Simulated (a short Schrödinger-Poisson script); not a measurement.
Structure: symmetric double-gate stack, SiO2 on p-type Si(110), at 77 K.

| layer | material | thickness (nm) | Na (cm⁻³) |
|---|---|---|---|
| 1 | SiO2 | 3.2 | - |
| 2 | Si | 3 | 1e17 |
| 3 | SiO2 | 3.2 | - |

The device is made up for the run: typed textbook-type constants, with dimensions and the other settings drawn at random. SiO2: permittivity 3.9, conduction-band edge (eV) 3.15, gap (eV) 9, electron mass (mₑ) 0.5. Si: permittivity 11.7, conduction-band edge (eV) 0, gap (eV) 1.124, Nv at 300 K (cm⁻³) 3.1e19.

Channel valleys (confinement mass, in-plane density-of-states mass, number): Δ4 0.315, 0.324, 4; Δ2 0.19, 0.417, 2. At the gates, both at one voltage, the conduction-band edge of layer 1 lies 3.55 eV − eVg above the Fermi level of the channel. Gaps are held at their typed values at every temperature. Mesh 0.03 nm at interfaces.

From a short Schrödinger-Poisson script (our own, NumPy): 1D Poisson equation in equilibrium, electrons quantum, Hartree (BenDaniel-Duke, 12 states a valley, the channel's in-plane mass for all, wave functions free to enter the dielectric), parabolic valleys, classical holes, full ionisation, no traps, pinning or gate leakage.

Only gate voltages with over 1e8 electrons/cm² are shown.

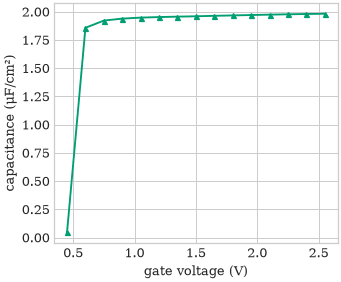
Fig. 1. Quasi-static capacitance against gate voltage

```
Vg (V)  electrons (cm⁻²)  C (μF/cm²)  Δ4 E0 (meV)  Δ4 E1 (meV)  Δ2 E0 (meV)  Δ2 E1 (meV)
------  ----------------  ----------  -----------  -----------  -----------  -----------
0.45              1.79e9      0.0456         50.5        344.2         89.4        508.9
0.6              1.31e12        1.86          5.5        297.0         44.1        461.2
0.75             3.09e12        1.92         -2.0        286.5         36.2        450.0
0.9              4.90e12        1.94         -7.0        278.4         30.9        441.2
1.05             6.72e12        1.95        -11.2        271.2         26.3        433.3
1.2              8.54e12        1.95        -15.0        264.4         22.2        425.8
1.35             1.04e13        1.96        -18.5        257.8         18.3        418.6
1.5              1.22e13        1.96        -21.9        251.5         14.5        411.6
1.65             1.40e13        1.96        -25.0        245.3         11.0        404.8
1.8              1.59e13        1.97        -28.1        239.4          7.6        398.2
1.95             1.77e13        1.97        -30.9        233.6          4.4        391.8
2.1              1.96e13        1.97        -33.6        228.1          1.4        385.6
2.25             2.14e13        1.98        -36.1        222.8         -1.4        379.7
2.4              2.33e13        1.98        -38.5        217.6         -4.1        373.8
2.55             2.51e13        1.98        -40.8        212.5         -6.7        368.2
```

Subbands count from the Fermi level. The capacitance is that of both gates.
